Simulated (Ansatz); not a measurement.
B4AsN3

The calculation's input:

```
crystal:
  lattice:
    - [2.773525379, 0.0, 0.0]
    - [0.0, 2.8258492763, 3.9759275773]
    - [0.0, -2.8258492763, 3.9759275773]
  atoms:
    - { symbol: "N", position: [0.0, 0.0033841712, 0.0033841712] }
    - { symbol: "N", position: [0.5, 0.0080621893, 0.4871432091] }
    - { symbol: "N", position: [0.5, 0.4871432091, 0.0080621893] }
    - { symbol: As, position: [0.0, 0.5011661304, 0.5011661304] }
    - { symbol: B, position: [0.5, 0.881157214, 0.881157214] }
    - { symbol: B, position: [0.0, 0.9131466194, 0.3610568296] }
    - { symbol: B, position: [0.0, 0.3610568296, 0.9131466194] }
    - { symbol: B, position: [0.5, 0.3448836371, 0.3448836371] }
kpoints:
  mp_grid: { grid: [10, 6, 6] }
  band_path:
    path:
      - [0.0, 0.0, 0.0]
      - [0.0, 0.5, 0.5]
      - [0.0, 0.6237122963, 0.3762877037]
      - [0.0, 0.3762877037, -0.3762877037]
      - [0.5, 0.0, 0.0]
      - [0.5, 0.3762877037, -0.3762877037]
      - [0.5, 0.6237122963, 0.3762877037]
      - [0.5, 0.5, 0.5]
      - [0.0, 0.5, 0.0]
      - [0.0, 0.0752575407, -0.0752575407]
      - [0.0, 0.15, 0.15]
    npoints: 1
hamiltonian:
  xc: pbe
scf:
  occupations: { method: fermi_dirac, width: 0.02 }
  n_extra_bands: 12
magnetization:
  noncollinear: true
  spin_orbit: true
output:
  forces: true
  stress: true
  eigenvalues: true
  write_density: true
  write_potential: true
  elf: true
  volumetric_format: npy
```

Command:

```sh
ansatz run input.yaml --threads 4 --pin off --max-ram 6451MiB --backend cpu --events-out ev --progress --plain --runs-dir out
```

Below, planes, directions and counts refer to the conventional cell (a = 2.77 Å, b = 5.65 Å, c = 7.95 Å, α = 90.00°, β = 90.00°, γ = 90.00°).

Space group Amm2; started from the ordered alloy on zincblende lattice prototype, which need not be the ambient phase; not relaxed (largest force 0.4 eV/Å); computed pressure about 3 GPa in this cell.

Level of theory: DFT, PBE with spin-orbit coupling, plane waves, PAW (Ansatz).

Core electrons are frozen (PAW), and the valence fields are smoothed inside the atomic spheres.

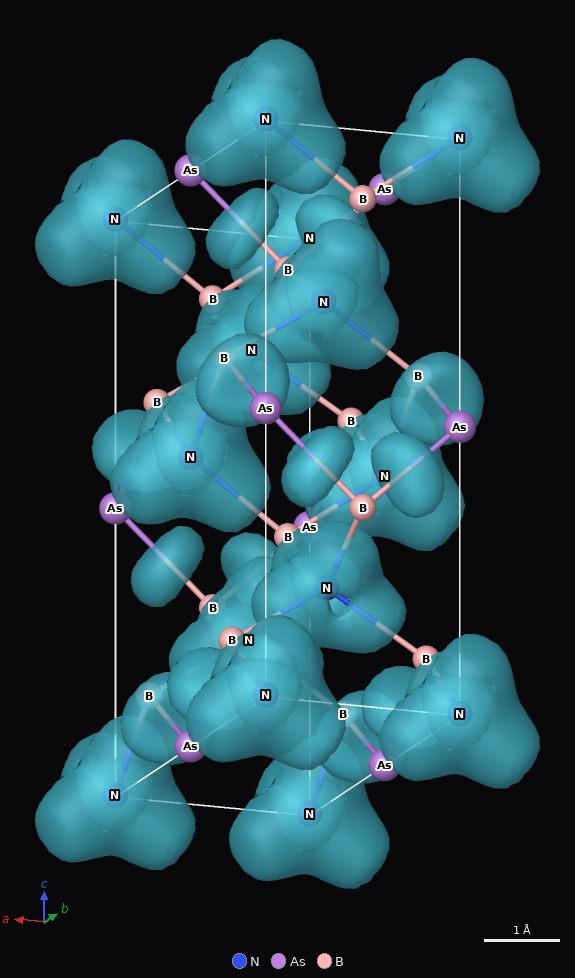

Figure 1. Isosurface of the electron localisation function at 0.7 (cyan), seen at an oblique angle. Only the valence region is drawn (cores and ρ < 0.01 e/Å³ removed). Sticks mark near contacts.

Q: What do the ELF domains correspond to?

A: The ELF exceeds this value in eight regions between bonded As–B atoms (shared pairs) and six regions on N in which the atom's valence shell and bonds are merged, counted in one cell of 16 atoms. Any copies at cell faces, edges or corners count once.


B–N (1.56 Å): the ELF peaks at about 0.90 between the atoms (a polar covalent bond). B–As (1.86 Å): the ELF peaks at about 0.90 between the atoms, as expected for a covalent bond.

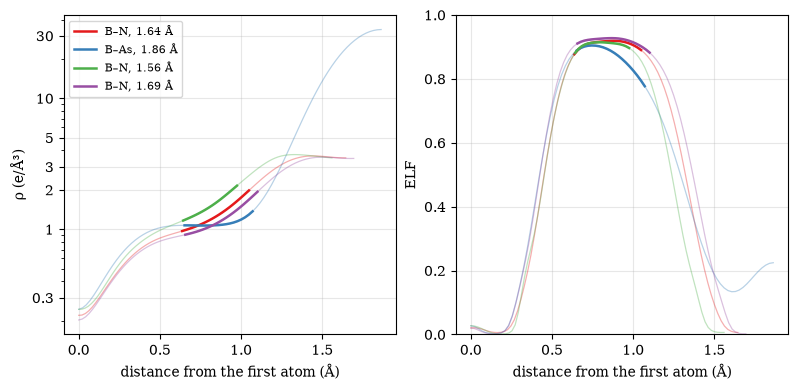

Figure 2. Valence charge density (pseudo) and ELF along straight lines between neighbouring atoms. Thin, pale parts lie inside the atomic spheres.

Q: What can be read from the curves?

A: B–N (1.64 Å): ρ at the midpoint is about 1.2 e/Å³; the ELF peaks at about 0.90 between the atoms (a shared but strongly polarised pair).
B–As (1.86 Å): the density is about 1.1 e/Å³ at the midpoint; the ELF peaks at about 0.90 between the atoms: localised, covalent bonding.
B–N (1.56 Å): ρ at the midpoint is about 1.4 e/Å³; the ELF peaks at about 0.90 between the atoms, as expected for a shared but strongly polarised pair.
B–N (1.69 Å): ρ is about 1.1 e/Å³ halfway; the ELF peaks at about 0.95 between the atoms; a polar covalent bond.
